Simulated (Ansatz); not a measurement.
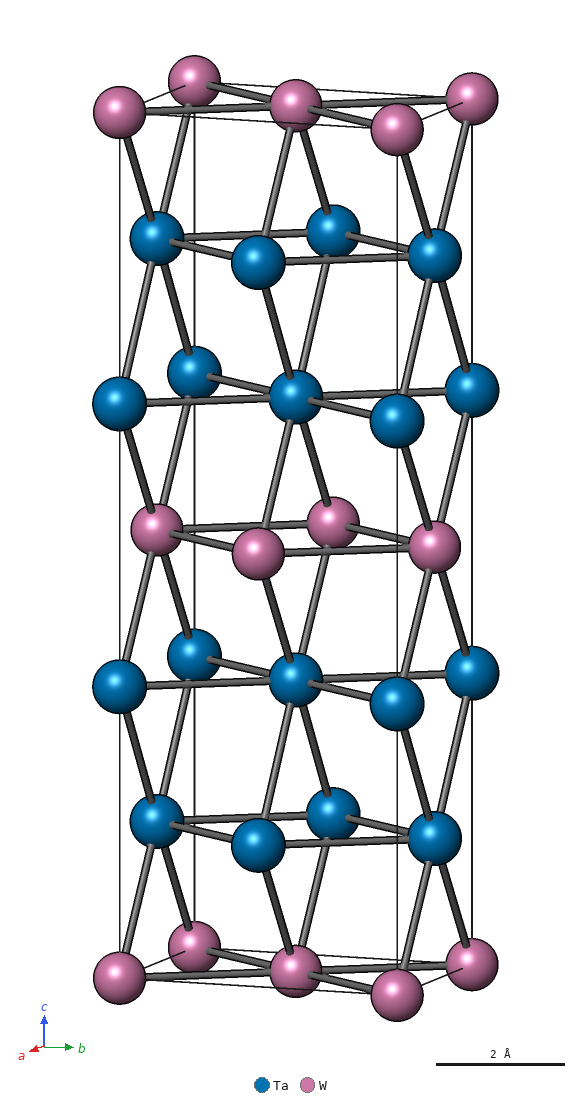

The image is a ball-and-stick drawing of a crystal, viewed slightly off an axis. The conventional unit cell is outlined; an atom on or near a face, edge or corner is repeated at each equivalent position.

Ta$_{2}$W, space group Fmmm (No. 69), a = 3.250 Å, b = 4.675 Å, c = 13.774 Å, α = 90.00°, β = 90.00°, γ = 90.00°. Provenance: a structure type filled with these elements by a generator (whether the compound takes this form wasn't checked). Earlier steps of the study, as a rule a relaxation of our own, may have changed the cell and positions, so they can lie some per cent off the listed ones. It went into a calculation with Ansatz.

This one geometry was computed with Ansatz (DFT, plane waves, PAW) at three levels of theory: PBE, r2SCAN and LDA.

**Which level gives the highest pressure at this volume, and what does that say about its equilibrium volume?**

Highest: PBE (0.0 GPa), which points to the largest equilibrium volume. Lowest, with the smallest volume: LDA (-12.6 GPa). Levels within 0.5 GPa of each other can't be told apart.

**How does the band gap change with the level of theory?**

All levels give a metal.

**Collect the results in a table.**

| level | cutoff (eV) | k-mesh of the run's cell | gap (eV) | pressure (GPa) |
| --- | --- | --- | --- | --- |
| PBE | 420 | 18×18×18 | metal | 0.0 |
| r2SCAN | 500 | 18×18×18 | metal | -3.2 |
| LDA | 420 | 18×18×18 | metal | -12.6 |

Gaps are taken on the k-mesh or band path of each run.
